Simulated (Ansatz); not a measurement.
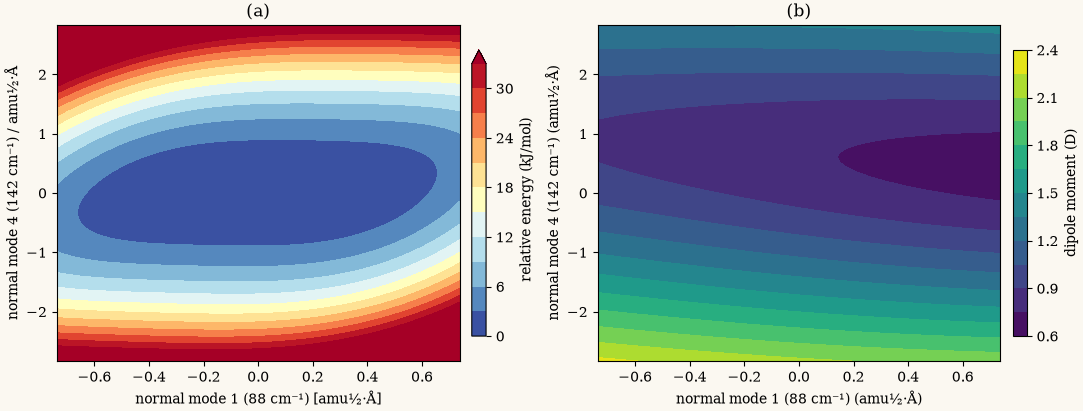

ClF2HHfS, SMILES [F][Hf]([F])([SH])[Cl]. Coordinates scanned: (1) normal mode 1 (88 cm⁻¹); (2) normal mode 4 (142 cm⁻¹). Nothing is relaxed (straight displacements along the two mass-weighted modes). Grid: 15 × 15 points. Points are written as (first, second). Energies are in kJ/mol, from the lowest grid point. All numbers below come from RHF-MP2, frozen core/def2-SVP in Ansatz 0.2.0.

Panel (a) is the energy; panel (b) is the computed dipole moment, in D.

Drawn: filled contours, one colour for all values above the top of the scale. Between grid points the surface is interpolated.

Q: How does the dipole moment vary over the map, and what is it at the lowest grid point?

A: Leaving out the highest fifth of the energies, it runs from 0.68 D at (0.738 amu½·Å, 0.41 amu½·Å) to 2.05 D at (−0.738 amu½·Å, −2.43 amu½·Å). At the lowest grid point, (0.000 amu½·Å, 0.00 amu½·Å), it is 0.84 D.
